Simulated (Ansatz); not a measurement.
# TaAl: from a guess to a relaxed structure, part 1 of 2

Aim: relax a trial structure of TaAl and see where it ends.

Method: DFT PBE, scalar-relativistic, plane waves, PAW, in Ansatz 0.2.0.

### Step 1. The system as given

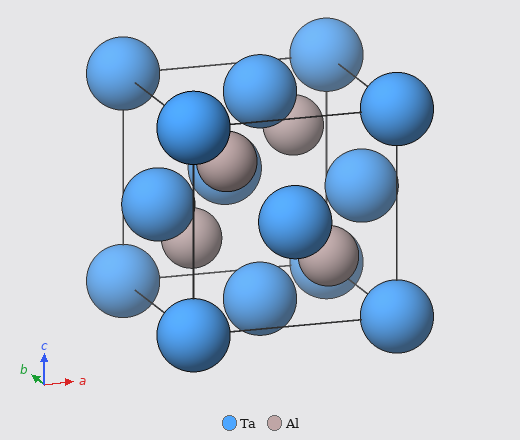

Start, viewed slightly off an axis; tantalum blue, aluminium light grey. Atoms on the faces are drawn again on the opposite ones. The cell drawn here is the conventional one.

As a file:

```cif
data_structure
_symmetry_space_group_name_H-M 'P 1'
_symmetry_Int_Tables_number 1
_cell_length_a 3.5249
_cell_length_b 3.5249
_cell_length_c 3.5249
_cell_angle_alpha 60.000
_cell_angle_beta 60.000
_cell_angle_gamma 60.000
_cell_volume 30.97
loop_
_atom_site_label
_atom_site_type_symbol
_atom_site_fract_x
_atom_site_fract_y
_atom_site_fract_z
_atom_site_occupancy
Ta1 Ta 0.00000 0.00000 0.00000 1
Al1 Al 0.25000 0.25000 0.25000 1
```

Recipe of the guess: species swapped into a database cell of CuI (F-43m, No. 216), with Al on the Cu sites and Ta on the I sites. Lengths come from tabulated atomic sizes and are only a guess.

### Step 2. The guess as it stands, on a coarse mesh

Contents of input.yaml:

```yaml
crystal:
  lattice:
    - [0.0, 2.49248279, 2.49248279]
    - [2.49248279, 0.0, 2.49248279]
    - [2.49248279, 2.49248279, 0.0]
  atoms:
    - { symbol: Ta, position: [0.0, 0.0, 0.0] }
    - { symbol: Al, position: [0.25, 0.25, 0.25] }
basis:
  ecutwfc: 420
kpoints:
  mp_grid: { grid: [6, 6, 6] }
hamiltonian:
  xc: pbe
scf:
  occupations: { method: gaussian, width: 0.1 }
  lower_state_search: "off"
output:
  forces: true
  stress: true
  eigenvalues: true
```

The run is started by

```
$ ansatz run input.yaml --threads 1 --pin off --max-ram 2560MiB --backend cpu --events-out ev --progress --plain --runs-dir out
```

Log (excerpt; [...] marks lines left out):

```text
[...]
SCF converged after 6 iterations
Free energy (F): -10461.733367 eV
[...]
E sigma→0 (E₀):  -10461.728047 eV
Entropy (-TS):   -0.010640 eV (-5.320 meV/atom)
Fermi energy:    14.518640 eV
[...]
--- Forces (eV/Å), atoms counted from 1 ---
  atom   1  Ta     0.00000000    -0.00000000     0.00000000
  atom   2  Al     0.00000000    -0.00000000     0.00000000
[...]
--- Stress (GPa, compression-positive) ---
       84.606414       0.000000      -0.000000
        0.000000      84.606414       0.000000
       -0.000000       0.000000      84.606414
  P = ⅓ Tr σ = 84.6064 GPa (846.064 kbar)
--- Band table (eV; the first three rows and the last of 16) ---
  k-point 0: bands = ["-52.6406", "-19.3956", "-19.3956", "-19.3956", "5.3300", "12.5907", "12.5907", "12.5907", "15.1632", "15.1632", "23.6722", "23.6722"]
[...]
```

Wall time 1.1 s (1 thread of Intel Xeon Platinum 8488C (Sapphire Rapids), shared host); peak memory 0.31 GiB.

The probe gives pressure 84.6 GPa, largest force 0.00 eV/Å, gap on this mesh none (metal). A guess like this is first relaxed loosely on the coarse mesh.

### Step 3. A loose first relaxation

input.yaml, as its differences from that of step 2:

```diff
@@ -21 +21,6 @@
   eigenvalues: true
+relax:
+  adjacent_minimum: "off"
+  f_tol: 0.04
+  max_steps: 70
+  cell: { stress_tol: 0.4 }
```

The run is started by

```
$ ansatz run input.yaml --threads 1 --pin off --max-ram 2560MiB --backend cpu --events-out ev --progress --plain --runs-dir out
```

Log:

```text
Warning: RAYON_NUM_THREADS=1 ignored (pool sized by the plan → 1); use --threads N
Engine: ansatz 0.2.0, x86_64-unknown-linux-gnu
Pseudopotentials: kind: paw
Pseudopotential: Ta, paw, valence charge 13, recommended cutoff 420 eV (normal), Ta.paw.azcp
Pseudopotential: Al, paw, valence charge 3, recommended cutoff 420 eV (normal), Al.paw.azcp
Functional definition: PBE
  parameter kappa = 0.804
  parameter beta = 0.06672455060314922
  exchange = pbe_x(kappa = kappa, mu = beta*pi^2/3)
  correlation = pbe_c(beta = beta)
Crystal: 2 atoms, lattice volume = 30.969 Å³
Basis set: ecut = 420 eV, 609 PW (Γ), exchange–correlation on 48×48×48 points (8 copies of the dense FFT grid, shifted against one another)
Bands: 12, of which v1, the nominal top of the filled ones, is band 8 counted from 1 (7 counted from 0)
Symmetry: 24 space group operations
Space group: F-43m (ITA 216), of the structure as read, at distance tolerance 3.1e-5 Å
k-points: 16 of 216 (time reversal used)
Non-local potential: Ta, projectors of the file, l = 0: 3, l = 1: 2, l = 2: 2, l = 3: 1
Non-local potential: Al, projectors of the file, l = 0: 2, l = 1: 2, l = 2: 1
PAW form: soft (Blöchl's): semilocal exchange-correlation on the pseudo side does not see the compensation charge
PAW one-centre angular grid: Ta, 590 points (default); XC on 64 Gauss nodes
PAW one-centre angular grid: Al, 110 points (default); XC on 64 Gauss nodes
Initial density: superposition of atomic densities (neutral atoms: chi_scale 0, normalization atom), corrected by the library's trained network
Initial wavefunctions: pseudopotential atomic-orbital guess
Functional: x = pbe(κ = 0.804, μ = 0.2195149727645171), c = pbe(β = 0.06672455060314922)
SCF iter   1: F=—  HF=-10461.742279 eV  |F-HF|=—  |Δ(HF+E_count)|=         —  Δρ=7.67e-3  dr2=2.60e-2  ethr=1.77e-3  ⟨swp⟩=5.1  Hψ=1215  notcnv=0
preconditioner: auto → none  [metal: Δε(μ)=0.025 eV  Ē_g=6.326 eV  σ=0.100 eV  W_gap=0.14  n_scr=8 (ndim 8)  ℏωp=18.9 eV  f_vac=0.000  D(μ)=2.23/eV (n_scr^D=26)  sad-step TF]
SCF iter   2: F=—  HF=-10461.736987 eV  |F-HF|=—  |Δ(HF+E_count)|=   5.29e-3  Δρ=4.70e-3  dr2=1.03e-2  ethr=1.63e-4  ⟨swp⟩=1.0  Hψ=320  notcnv=0
SCF iter   3: F=—  HF=-10461.733588 eV  |F-HF|=—  |Δ(HF+E_count)|=   3.40e-3  Δρ=9.44e-4  dr2=4.22e-4  ethr=6.41e-5  ⟨swp⟩=2.0  Hψ=255  notcnv=0
SCF iter   4: F=—  HF=-10461.733440 eV  |F-HF|=—  |Δ(HF+E_count)|=   1.47e-4  Δρ=2.77e-4  dr2=2.62e-5  ethr=2.64e-6  ⟨swp⟩=2.2  Hψ=307  notcnv=0
SCF iter   5: F=—  HF=-10461.733368 eV  |F-HF|=—  |Δ(HF+E_count)|=   7.29e-5  Δρ=7.30e-5  dr2=1.89e-6  ethr=1.63e-7  ⟨swp⟩=2.2  Hψ=253  notcnv=0
SCF iter   6: F=-10461.733367 eV  HF=-10461.733367 eV  |F-HF|=1.52e-8  |Δ(HF+E_count)|=   7.69e-7  Δρ=8.10e-6  dr2=2.01e-8  ethr=6.25e-10  ⟨swp⟩=4.0  Hψ=834  notcnv=0
SCF 1 converged in 6 iterations: F = -10461.733367 eV  dr2 = 2.01e-8
relax step   1: F+E_penalty+E_count = -10461.73336682 eV  Δ(F+E_penalty+E_count) = +0.000e0 eV  max|allowed force component| = 8.327e-17 eV/Å  Δτ_max = 0.0000 Å  P = +84.606 GPa  Ω = 30.969 Å³  (6 SCF iters, dr2 threshold 1.00e-7 eV, accepted)
Crystal: 2 atoms, lattice volume = 35.723 Å³
Basis set: ecut = 420 eV, 725 PW (Γ), exchange–correlation on 48×48×48 points (8 copies of the dense FFT grid, shifted against one another)
Initial density: handed on by an earlier stage of this run
Initial wavefunctions: those handed on with the density
iter 1 solved again at ethr=1.80e-4 eV; its pass at ethr=3.10e-3 eV (dr2=2.88e-2 eV) is discarded
SCF iter   1: F=—  HF=-10463.667540 eV  |F-HF|=—  |Δ(HF+E_count)|=         —  Δρ=7.97e-3  dr2=2.68e-2  ethr=1.80e-4  ⟨swp⟩=1.0  Hψ=1449  notcnv=0
preconditioner: auto → none  [metal: Δε(μ)=0.035 eV  Ē_g=5.674 eV  σ=0.100 eV  W_gap=0.19  n_scr=8 (ndim 8)  ℏωp=17.6 eV  f_vac=0.000  D(μ)=2.01/eV (n_scr^D=14)]
SCF iter   2: F=—  HF=-10463.660558 eV  |F-HF|=—  |Δ(HF+E_count)|=   6.98e-3  Δρ=3.55e-3  dr2=2.42e-3  ethr=1.67e-4  ⟨swp⟩=2.0  Hψ=285  notcnv=0
SCF iter   3: F=—  HF=-10463.660016 eV  |F-HF|=—  |Δ(HF+E_count)|=   5.42e-4  Δρ=1.47e-3  dr2=5.26e-4  ethr=1.51e-5  ⟨swp⟩=2.7  Hψ=310  notcnv=0
SCF iter   4: F=—  HF=-10463.659976 eV  |F-HF|=—  |Δ(HF+E_count)|=   3.97e-5  Δρ=9.99e-5  dr2=1.67e-6  ethr=3.29e-6  ⟨swp⟩=2.0  Hψ=253  notcnv=0
SCF iter   5: F=—  HF=-10463.659972 eV  |F-HF|=—  |Δ(HF+E_count)|=   3.76e-6  Δρ=1.35e-5  dr2=8.06e-8  ethr=1.25e-9  ⟨swp⟩=7.0  Hψ=1080  notcnv=0
SCF iter   6: F=-10463.659972 eV  HF=-10463.659972 eV  |F-HF|=6.18e-11  |Δ(HF+E_count)|=   2.29e-8  Δρ=2.29e-6  dr2=8.82e-10  ethr=5.04e-10  ⟨swp⟩=2.1  Hψ=650  notcnv=0
SCF 2 converged in 6 iterations: F = -10463.659972 eV  dr2 = 8.82e-10
relax step   2: F+E_penalty+E_count = -10463.65997210 eV  Δ(F+E_penalty+E_count) = -1.927e0 eV  max|allowed force component| = 1.388e-17 eV/Å  Δτ_max = 0.0000 Å  P = +48.585 GPa  Ω = 35.723 Å³  energy of the carried Pulay correction = -1.815e-3 eV  (6 SCF iters, dr2 threshold 2.00e-7 eV, accepted)
Crystal: 2 atoms, lattice volume = 40.939 Å³
Basis set: ecut = 420 eV, 821 PW (Γ), exchange–correlation on 48×48×48 points (8 copies of the dense FFT grid, shifted against one another)
iter 1 solved again at ethr=1.36e-4 eV; its pass at ethr=3.10e-3 eV (dr2=2.18e-2 eV) is discarded
SCF iter   1: F=—  HF=-10464.836026 eV  |F-HF|=—  |Δ(HF+E_count)|=         —  Δρ=6.48e-3  dr2=2.01e-2  ethr=1.36e-4  ⟨swp⟩=1.0  Hψ=1389  notcnv=0
preconditioner: auto → Kerker (q_TF=auto, 2.333 Å⁻¹)  [metal: Δε(μ)=0.033 eV  Ē_g=5.081 eV  σ=0.100 eV  W_gap=0.18  n_scr=14 (ndim 8)  ℏωp=16.4 eV  f_vac=0.000  D(μ)=3.23/eV (n_scr^D=26)]
SCF iter   2: F=—  HF=-10464.832444 eV  |F-HF|=—  |Δ(HF+E_count)|=   3.58e-3  Δρ=3.68e-3  dr2=5.70e-3  ethr=1.25e-4  ⟨swp⟩=1.4  Hψ=208  notcnv=0
SCF iter   3: F=—  HF=-10464.831109 eV  |F-HF|=—  |Δ(HF+E_count)|=   1.33e-3  Δρ=6.73e-4  dr2=1.53e-4  ethr=3.56e-5  ⟨swp⟩=2.1  Hψ=246  notcnv=0
SCF iter   4: F=—  HF=-10464.831250 eV  |F-HF|=—  |Δ(HF+E_count)|=   1.40e-4  Δρ=1.51e-4  dr2=9.78e-6  ethr=9.57e-7  ⟨swp⟩=2.1  Hψ=227  notcnv=0
SCF iter   5: F=—  HF=-10464.831254 eV  |F-HF|=—  |Δ(HF+E_count)|=   4.48e-6  Δρ=2.97e-5  dr2=5.56e-7  ethr=6.11e-8  ⟨swp⟩=2.2  Hψ=240  notcnv=0
SCF iter   6: F=-10464.831254 eV  HF=-10464.831254 eV  |F-HF|=8.68e-9  |Δ(HF+E_count)|=   5.46e-8  Δρ=7.79e-6  dr2=3.04e-8  ethr=1.25e-9  ⟨swp⟩=5.1  Hψ=876  notcnv=0
SCF 3 converged in 6 iterations: F = -10464.831254 eV  dr2 = 3.04e-8
relax step   3: F+E_penalty+E_count = -10464.83125405 eV  Δ(F+E_penalty+E_count) = -1.171e0 eV  max|allowed force component| = 5.320e-17 eV/Å  Δτ_max = 0.0000 Å  P = +25.580 GPa  Ω = 40.939 Å³  energy of the carried Pulay correction = -3.533e-3 eV  (6 SCF iters, dr2 threshold 2.00e-7 eV, accepted)
[... 11 lines left out ...]
relax step   4: F+E_penalty+E_count = -10465.44867901 eV  Δ(F+E_penalty+E_count) = -6.174e-1 eV  max|allowed force component| = 9.714e-17 eV/Å  Δτ_max = 0.0000 Å  P = +10.404 GPa  Ω = 46.641 Å³  energy of the carried Pulay correction = -5.151e-3 eV  (6 SCF iters, dr2 threshold 2.00e-7 eV, accepted)
[... 11 lines left out ...]
relax step   5: F+E_penalty+E_count = -10465.62923143 eV  Δ(F+E_penalty+E_count) = -1.806e-1 eV  max|allowed force component| = 8.211e-17 eV/Å  Δτ_max = 0.0000 Å  P = +2.037 GPa  Ω = 51.549 Å³  energy of the carried Pulay correction = -6.372e-3 eV  (6 SCF iters, dr2 threshold 2.00e-7 eV, accepted)
[... 13 lines left out ...]
relax step   6: F+E_penalty+E_count = -10465.63865338 eV  Δ(F+E_penalty+E_count) = -9.422e-3 eV  max|allowed force component| = 1.099e-16 eV/Å  Δτ_max = 0.0000 Å  P = +0.044 GPa  Ω = 53.084 Å³  energy of the carried Pulay correction = -6.725e-3 eV  (6 SCF iters, dr2 threshold 2.00e-7 eV, accepted)
[... 12 lines left out ...]
relax step   7: F+E_penalty+E_count = -10465.69961792 eV  Δ(F+E_penalty+E_count) = -6.096e-2 eV  max|allowed force component| = 9.483e-17 eV/Å  Δτ_max = 0.0000 Å  P = +0.952 GPa  Ω = 53.084 Å³  stress off target by 9.52e-1 GPa  SCF on the basis re-selected at this cell (its energy is not comparable with the rows above)  (6 SCF iters)
[... 15 lines left out ...]
relax step   8: F+E_penalty+E_count = -10465.70196412 eV  Δ(F+E_penalty+E_count) = -2.346e-3 eV  max|allowed force component| = 1.076e-16 eV/Å  Δτ_max = 0.0000 Å  P = +0.088 GPa  Ω = 53.870 Å³  energy of the carried Pulay correction = -1.768e-4 eV  (6 SCF iters, dr2 threshold 2.00e-7 eV, accepted)
iter 1 solved again at ethr=3.15e-8 eV; its pass at ethr=3.10e-3 eV (dr2=5.03e-6 eV) is discarded
SCF iter   1: F=—  HF=-10465.702156 eV  |F-HF|=—  |Δ(HF+E_count)|=         —  Δρ=6.23e-5  dr2=6.07e-8  ethr=3.15e-8  ⟨swp⟩=3.5  Hψ=1718  notcnv=0
preconditioner: auto → none  [insulator: Δε(μ)=0.152 eV  Ē_g=4.062 eV  σ=0.100 eV  W_gap=0.54  n_scr=14 (ndim 8)  ℏωp=14.3 eV  f_vac=0.000  D(μ)=3.18/eV (n_scr^D=26)  ε∞_Penn≈13.4]
SCF iter   2: F=—  HF=-10465.702154 eV  |F-HF|=—  |Δ(HF+E_count)|=   1.89e-6  Δρ=3.11e-5  dr2=1.47e-8  ethr=3.80e-10  ⟨swp⟩=2.2  Hψ=261  notcnv=0
iter 3 did not close the SCF: its close was put off for the readings that it lacked (scf_convergence_deferred on its scf_iter line)
SCF iter   3: F=-10465.702159 eV  HF=-10465.702159 eV  |F-HF|=9.70e-10  |Δ(HF+E_count)|=   5.63e-6  Δρ=5.88e-7  dr2=1.34e-10  ethr=9.18e-11  ⟨swp⟩=2.7  Hψ=292  notcnv=0
iter 4 did not close the SCF: its close was put off for the readings that it lacked (scf_convergence_deferred on its scf_iter line)
SCF iter   4: F=-10465.702159 eV  HF=-10465.702159 eV  |F-HF|=1.35e-10  |Δ(HF+E_count)|=  8.86e-10  Δρ=1.90e-7  dr2=3.92e-12  ethr=1.00e-12  ⟨swp⟩=2.0  Hψ=256  notcnv=0
iter 5 did not close the SCF: its close was put off for the readings that it lacked (scf_convergence_deferred on its scf_iter line)
SCF iter   5: F=-10465.702159 eV  HF=-10465.702159 eV  |F-HF|=5.46e-12  |Δ(HF+E_count)|=  1.29e-10  Δρ=2.76e-8  dr2=1.81e-13  ethr=1.00e-12  ⟨swp⟩=1.0  Hψ=192  notcnv=0
iter 6 did not close the SCF: its close was put off for the readings that it lacked (scf_convergence_deferred on its scf_iter line)
SCF iter   6: F=-10465.702159 eV  HF=-10465.702159 eV  |F-HF|=7.28e-12  |Δ(HF+E_count)|=  1.27e-11  Δρ=5.09e-9  dr2=1.54e-14  ethr=1.00e-12  ⟨swp⟩=1.0  Hψ=192  notcnv=0
SCF iter   7: F=-10465.702159 eV  HF=-10465.702159 eV  |F-HF|=5.46e-12  |Δ(HF+E_count)|=  1.82e-12  Δρ=5.97e-10  dr2=1.03e-16  ethr=1.00e-12  ⟨swp⟩=1.0  Hψ=448  notcnv=0
SCF 9 converged in 7 iterations: F = -10465.702159 eV  dr2 = 1.03e-16
relax step   9: F+E_penalty+E_count = -10465.70215948 eV  Δ(F+E_penalty+E_count) = -1.954e-4 eV  max|allowed force component| = 1.052e-16 eV/Å  Δτ_max = 0.0000 Å  P = +0.089 GPa  Ω = 53.870 Å³  stress off target by 8.90e-2 GPa  SCF on the basis re-selected at this cell (its energy is not comparable with the rows above)  (7 SCF iters)
basis re-selected at this cell: Δ(F+E_penalty+E_count) = -1.954e-4 eV, ΔP = +0.001 GPa vs the last step (what re-selecting the basis moved, of the pressure what is left beyond the Pulay correction that the steps carried, after the strain that the cell walked since its last selection, with what the two solves' SCF thresholds leave and, on support functions, any second-order correction that the steps lacked; it is no measure of the basis error at this ecutwfc). This SCF's stress stands 8.90e-2 GPa from its target on what of the cell is left free (relax.cell.stress_tol is 4.00e-1 GPa) and its largest allowed force component is 1.05e-16 eV/Å (relax.f_tol is 4.00e-2 eV/Å): within both
SCF converged after 7 iterations
Free energy (F): -10465.702159 eV
Harris-Foulkes:  -10465.702159 eV  (|F-HF|=5.46e-12)
Internal energy: -10465.686267 eV  (E = F + TS)
E sigma→0 (E₀):  -10465.694213 eV
Entropy (-TS):   -0.015892 eV (-7.946 meV/atom)
Fermi energy:    7.030398 eV
--- Per-component energies (eV) ---
  E_band       = -249.342506
  E_kinetic    = 382.959456
  E_local      = -1089.130944  (includes V_loc(G=0)·N_el)
  E_nonlocal   = 26.843255
  E_hartree    = 386.371938
  E_xc         = -253.577759
  E_vxc        = -226.718056  (∫ρ·V_xc dr)
  E_paw        = -8863.940848  (= ΣΔE_a)
  E_vpaw       = -116.040245  (= ΣTr[D̂ρ^β])
  E_aug_tail   = 0.000152  (compensation charges beyond the density's cutoff)
  E_ewald      = -1055.211518
  E_smearing   = -0.015892  (= −TS)
  E_closure    = 0.000000  (closes the sum)
  Σ components = -10465.702159   (vs F -10465.702159, Δ=0.00e0)
--- Forces (eV/Å), atoms counted from 1 ---
  atom   1  Ta     0.00000000    -0.00000000    -0.00000000
  atom   2  Al     0.00000000    -0.00000000    -0.00000000
  max |Σ_I F_I| component: 3.45e-16 eV/Å
--- Stress (GPa, compression-positive) ---
        0.089034      -0.000000      -0.000000
       -0.000000       0.089034      -0.000000
       -0.000000       0.000000       0.089034
  P = ⅓ Tr σ = 0.0890 GPa (0.890 kbar)
--- Band table (eV; the first three rows and the last of 16) ---
  k-point 0: bands = ["-61.1737", "-27.6508", "-27.6508", "-27.6508", "0.0164", "5.9085", "5.9085", "5.9085", "7.7411", "7.7411", "13.4993", "14.0485"]
  k-point 1: bands = ["-61.1736", "-27.6561", "-27.6516", "-27.6516", "0.3779", "5.6209", "6.0413", "6.0413", "7.6769", "7.6769", "11.9389", "13.9000"]
  k-point 2: bands = ["-61.1734", "-27.6666", "-27.6533", "-27.6533", "1.3090", "5.0574", "6.1855", "6.1855", "7.8628", "7.8628", "9.2723", "12.7341"]
  k-point 15: bands = ["-61.1732", "-27.6685", "-27.6618", "-27.6589", "3.0147", "4.5639", "6.0191", "6.5240", "7.6659", "7.9782", "8.3633", "9.5888"]
--- Relaxed structure (7 steps of the walk, 7 accepted, 2 SCFs on fresh bases) ---
  F+E_penalty+E_count = -10465.70215948 eV   max|allowed force component| = 1.052e-16 eV/Å   (the final SCF, on the basis selected at the relaxed cell)
  cell:  # Å, volume = 53.8697 Å³
    - [4.518912149289697e-33, 2.9975841881104395, 2.9975841881104395]
    - [2.9975841881104395, -1.2722718448086295e-33, 2.9975841881104395]
    - [2.9975841881104395, 2.9975841881104395, 2.358180448772598e-33]
  atoms:
    - { symbol: Ta, position: [5.411886023315697e-34, -2.9006260281128747e-34, 2.508241653862434e-34] }
    - { symbol: Al, position: [0.25, 0.25, 0.25] }
```

Run time: 12 s. Hardware: 1 thread of Intel Xeon Platinum 8488C (Sapphire Rapids), shared host; peak memory 0.37 GiB.

Step by step:

| step | E - E(step 1) (eV/cell) | largest force component (eV/Å) | pressure (GPa) | volume (Å³) |
| --- | --- | --- | --- | --- |
| 1 | 0.0000 | 0.0000 | 84.61 | 30.97 |
| 2 | -1.9266 | 0.0000 | 48.58 | 35.72 |
| 3 | -3.0979 | 0.0000 | 25.58 | 40.94 |
| 4 | -3.7153 | 0.0000 | 10.40 | 46.64 |
| 5 | -3.8959 | 0.0000 | 2.04 | 51.55 |
| 6 | -3.9053 | 0.0000 | 0.04 | 53.08 |
| 7 | -3.9663 | 0.0000 | 0.95 | 53.08 |
| 8 | -3.9686 | 0.0000 | 0.09 | 53.87 |
| 9 | -3.9688 | 0.0000 | 0.09 | 53.87 |

Step 1 is the start. Steps 7, 9 each repeat the geometry before them on a plane-wave basis chosen anew, so the energy can jump there without any move.

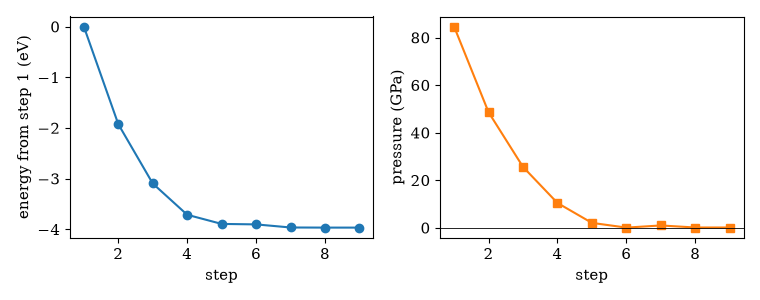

Energy and pressure along the relaxation.

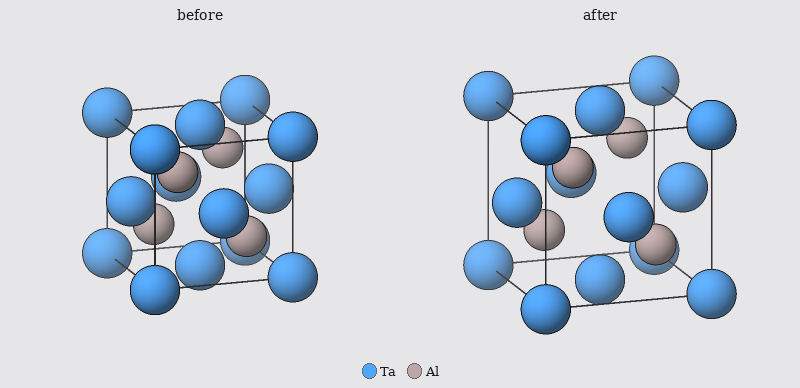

Before and after, at one scale.

Lengths and angles in the start's conventional setting:

|  | before | after | change |
| --- | --- | --- | --- |
| a (Å) | 4.985 | 5.995 | +20.3 % |
| b (Å) | 4.985 | 5.995 | +20.3 % |
| c (Å) | 4.985 | 5.995 | +20.3 % |
| volume (Å³/atom) | 15.48 | 26.93 | +73.9 % |
| shortest distance (Å) | 2.159 | 2.596 | +20.3 % |
| space group (0.01 Å) | F-43m | F-43m | same |

Forces and stress were held to the start's 24 operations: a distortion of lower symmetry was not tested.

(Continued in part 2 of 2.)
